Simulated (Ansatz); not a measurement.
Input

```
crystal:
  lattice:
    - [11.36, 0.0, 0.0]
    - [0.0, 11.36, 0.0]
    - [0.0, 0.0, 5.68]
  atoms:
    - { symbol: Sn, position: [0.0, 0.0, 0.0] }
    - { symbol: Ge, position: [0.0, 0.5, 0.0] }
    - { symbol: Ge, position: [0.5, 0.0, 0.0] }
    - { symbol: Ge, position: [0.5, 0.5, 0.0] }
    - { symbol: Ge, position: [0.0, 0.25, 0.5] }
    - { symbol: Ge, position: [0.0, 0.75, 0.5] }
    - { symbol: Ge, position: [0.5, 0.25, 0.5] }
    - { symbol: Ge, position: [0.5, 0.75, 0.5] }
    - { symbol: Ge, position: [0.25, 0.0, 0.5] }
    - { symbol: Ge, position: [0.25, 0.5, 0.5] }
    - { symbol: Ge, position: [0.75, 0.0, 0.5] }
    - { symbol: Ge, position: [0.75, 0.5, 0.5] }
    - { symbol: Ge, position: [0.25, 0.25, 0.0] }
    - { symbol: Ge, position: [0.25, 0.75, 0.0] }
    - { symbol: Ge, position: [0.75, 0.25, 0.0] }
    - { symbol: Ge, position: [0.75, 0.75, 0.0] }
    - { symbol: Ge, position: [0.125, 0.125, 0.25] }
    - { symbol: Ge, position: [0.125, 0.625, 0.25] }
    - { symbol: Ge, position: [0.625, 0.125, 0.25] }
    - { symbol: Ge, position: [0.625, 0.625, 0.25] }
    - { symbol: Ge, position: [0.125, 0.375, 0.75] }
    - { symbol: Ge, position: [0.125, 0.875, 0.75] }
    - { symbol: Ge, position: [0.625, 0.375, 0.75] }
    - { symbol: Ge, position: [0.625, 0.875, 0.75] }
    - { symbol: Ge, position: [0.375, 0.125, 0.75] }
    - { symbol: Ge, position: [0.375, 0.625, 0.75] }
    - { symbol: Ge, position: [0.875, 0.125, 0.75] }
    - { symbol: Ge, position: [0.875, 0.625, 0.75] }
    - { symbol: Ge, position: [0.375, 0.375, 0.25] }
    - { symbol: Ge, position: [0.375, 0.875, 0.25] }
    - { symbol: Ge, position: [0.875, 0.375, 0.25] }
    - { symbol: Ge, position: [0.875, 0.875, 0.25] }
scf:
  occupations: { method: gaussian, width: 0.02 }
output:
  forces: true
  stress: true
  eigenvalues: true
  write_density: true
  write_potential: true
  elf: true
  volumetric_format: npy
hamiltonian:
  xc: pbe
kpoints:
  mp_grid: { grid: [4, 4, 8] }
relax:
  f_tol: 0.01
  adjacent_minimum: "off"
  cell: { stress_tol: 0.03, fix: [shape] }
```

Launched as:

```sh
ansatz run input.yaml --threads 8 --pin off --max-ram 16384MiB --backend cpu --events-out ev --progress --plain --runs-dir out
```

Below, planes, directions and counts refer to the conventional cell (a = 11.58 Å, b = 11.58 Å, c = 5.79 Å, α = 90.00°, β = 90.00°, γ = 90.00°).

The fields are those of the relaxed geometry.

Space group P-42m; a generated structure, not necessarily the stable one.

Theory: DFT PBE, scalar-relativistic, plane waves, PAW (Ansatz 0.2.0).

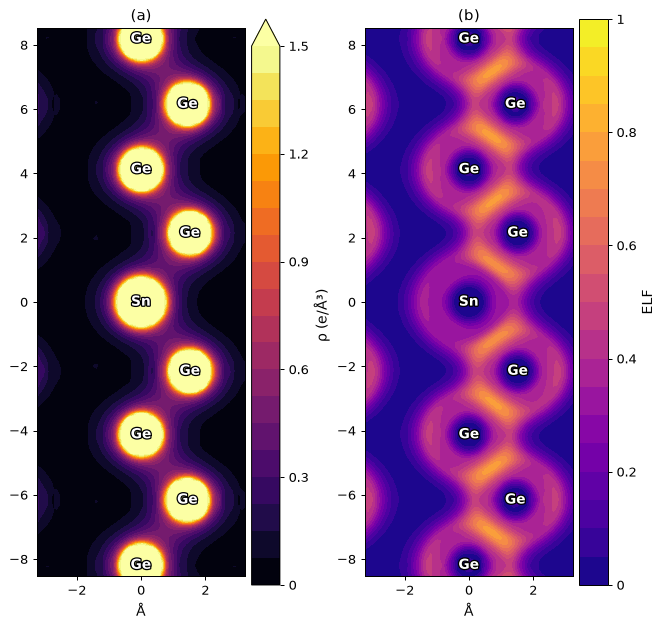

SnGe31. (a) valence pseudo-density; (b) ELF on the (11̄0) plane of the conventional cell.

Core electrons are frozen (PAW), and the valence fields are smoothed inside the atomic spheres.

> What does the map show?

The plane passes through Sn and Ge nuclei.
Ge–Ge (2.49 Å): the density is about 0.47 e/Å³ at the midpoint; the ELF peaks at about 0.75 between the atoms.
Sn–Ge (2.63 Å): ρ at the midpoint is about 0.43 e/Å³; the ELF peaks at about 0.75 between the atoms.
The density dies away to nearly zero in the voids.
